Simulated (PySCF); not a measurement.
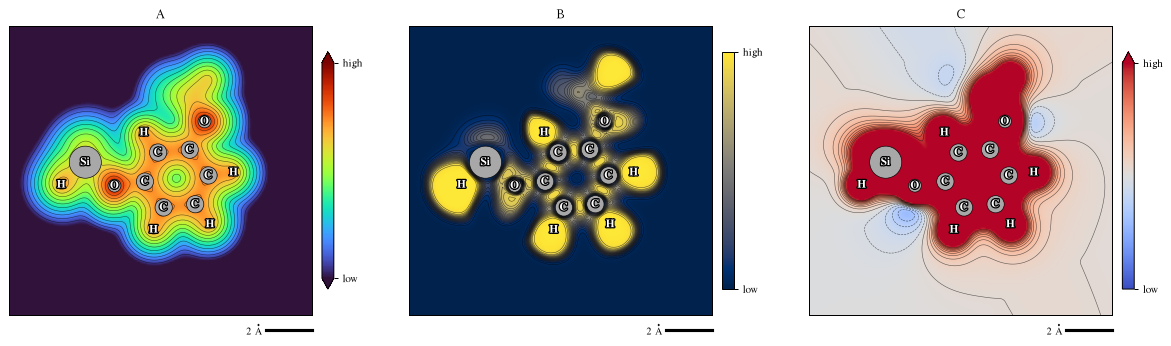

C7H8O3Si (SMILES O=COc1cccc(O[SiH3])c1): 3 fields on the plane of atoms C6, C7 and C8, with unlabelled colour scales. Grey discs cover the atomic cores.

Geometry: GFN2-xTB.

The calculation used PySCF, PBE0/pcSseg-1, SCF density, gas phase, non-relativistic.

```yaml
atoms:
  - { symbol: O, position_ang: [-1.9276, -2.1064, 1.2202] }
  - { symbol: C, position_ang: [-2.6643, -1.6962, 0.3752] }
  - { symbol: O, position_ang: [-2.5181, -0.6352, -0.4032] }
  - { symbol: C, position_ang: [-1.3894, 0.1824, -0.3448] }
  - { symbol: C, position_ang: [-1.5928, 1.5297, -0.6131] }
  - { symbol: C, position_ang: [-0.5077, 2.3870, -0.6109] }
  - { symbol: C, position_ang: [0.7630, 1.9138, -0.3438] }
  - { symbol: C, position_ang: [0.9619, 0.5607, -0.0775] }
  - { symbol: O, position_ang: [2.2094, 0.1388, 0.1743] }
  - { symbol: Si, position_ang: [2.8544, -1.3161, 0.5403] }
  - { symbol: C, position_ang: [-0.1226, -0.3107, -0.0836] }
  - { symbol: H, position_ang: [-3.6328, -2.1631, 0.1199] }
  - { symbol: H, position_ang: [-2.5903, 1.8826, -0.8178] }
  - { symbol: H, position_ang: [-0.6561, 3.4358, -0.8171] }
  - { symbol: H, position_ang: [1.6143, 2.5762, -0.3366] }
  - { symbol: H, position_ang: [2.2559, -1.8648, 1.7553] }
  - { symbol: H, position_ang: [4.2375, -0.9006, 0.7054] }
  - { symbol: H, position_ang: [2.6589, -2.2486, -0.5721] }
  - { symbol: H, position_ang: [0.0366, -1.3558, 0.1225] }
```

Match the panels to the quantities (electron density, electron localisation function and electrostatic potential).

Answer. Panel A: electron density. Panel B: electron localisation function. Panel C: electrostatic potential (strongly positive close to the atoms, with negative regions outside electron-rich atoms). From the grid: C–C (1.38 Å): ρ at the midpoint is about 2.1 e/Å³; the ELF peaks at about 0.95 between the atoms (localised, covalent bonding). Si–O (1.63 Å): the density is about 1.1 e/Å³ at the midpoint; the ELF peaks at about 0.85 between the atoms: a polar covalent bond.
